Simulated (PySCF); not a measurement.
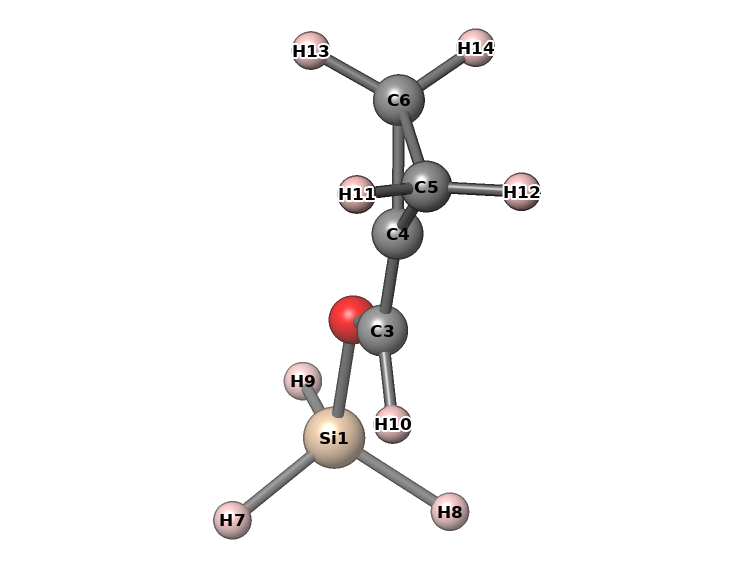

O2 lies behind C3. The molecule seen a little off the C3–O2 bond, C3 in front. Distant atoms are faded towards the background colour. The computed structure is the end point of a PBE0-D3(BJ)/def2-SVP optimisation. No frequency run is at hand to confirm it as a minimum.

Question: What is the torsion angle C4–C3–O2–Si1? The sign is positive where the front bond must turn clockwise to cover the back bond.

Answer: 179°, antiperiplanar (anti).
